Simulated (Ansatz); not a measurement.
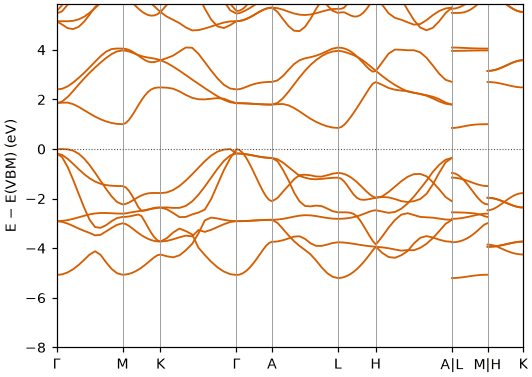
Fig. 1. Band structure from plane-wave PAW PBE+D3(BJ) (Ansatz code)

The gap is 0.85 eV; an edge lies off the plotted path or next to a special point (maximum off the standard path, minimum at L).

The material is HfS2 (CdI2 type, P-3m1).

The PBE+D3(BJ) relaxation kept the symmetry of its start; phonons on a q-mesh show no instability. The run is not spin-polarised. Scalar-relativistic: spin–orbit coupling is off unless named, which matters more the heavier the elements.

Potentials: the later of the program's two PAW sets.
